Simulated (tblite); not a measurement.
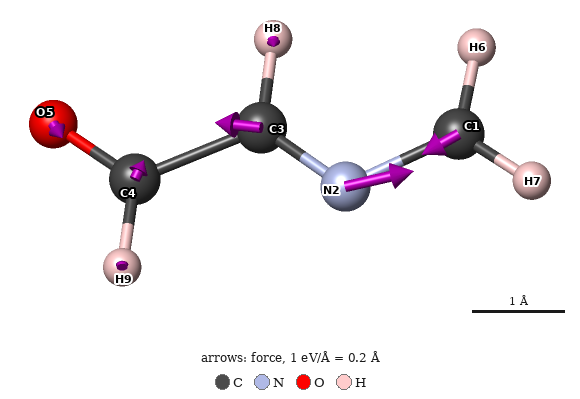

Starting geometry of C$_{3}$H$_{4}$NO (multiplicity 2) with the computed forces as purple arrows. Style: ball-and-stick. Shown at a tilt.

All numbers below come from GFN2-xTB geometry optimisation, gas phase (tblite 0.8.0). 

Is this structure relaxed? If not, where do the atoms go?

Answer. It isn't relaxed: the largest force vector, on N2, is 3.89 eV/Å. The final displacements have little in common with the starting forces (cosine between the two patterns 0.15). The atom that moves furthest after the best rigid fit is H6 (0.72 Å). By element the largest moves are H 0.72 Å, N 0.36 Å, C 0.25 Å, O 0.23 Å. Among the contacts that change: C1–N2 1.365 → 1.265 Å, C3–C4 1.493 → 1.435 Å, N2–C3 1.279 → 1.305 Å, C3–H8 1.112 → 1.087 Å. Among the angles between lasting bonds that change: C1–N2–C3 116.4° → 137.1°, N2–C3–H8 125.7° → 121.2°, C3–C4–O5 120.6° → 124.6°. Groups turn about N2–C3 by about 35°. The energy falls by 0.488 eV in 48 geometry steps.
